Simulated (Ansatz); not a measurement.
Here is a crystal structure:

```
La O
1.0
     3.93078    0.00000    0.00000
    -1.96539    3.40415    0.00000
     0.00000    0.00000    6.11195
La O
2 3
Direct
  0.66667 0.33333 0.75376
  0.33333 0.66667 0.24624
  0.66667 0.33333 0.35411
  0.33333 0.66667 0.64589
  0.00000 0.00000 0.00000
```

### What would you see if this were drawn?

It has the composition La2O3. Space group: P-3m1 (No. 164). Lattice: primitive hexagonal. The cell has 5 atoms, namely 2 La, 3 O. Each La atom is coordinated by seven O at 2.36 to 2.72 Å. O takes two kinds of site: 2d with four La in a tetrahedral arrangement at 2.36 to 2.44 Å; 1a with six La in an octahedral arrangement at 2.72 Å. The bonds build a three-dimensional framework.

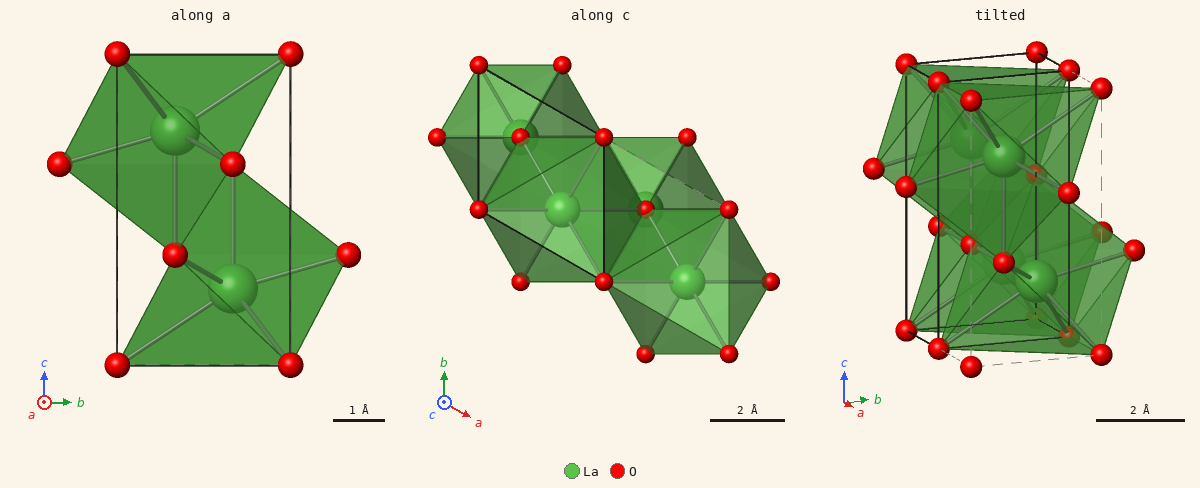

Drawn in the polyhedral manner and seen along the a axis, along the c axis and slightly off an axis. The solid frame is a single conventional unit cell within a 2×1×1 block. Some neighbours outside the box are added. Colours: lanthanum green, oxygen red.

Its origin is a structure listed in the Materials Project. Earlier steps of the study may have refined or changed the cell and positions. An electronic-structure calculation with Ansatz was run on it.
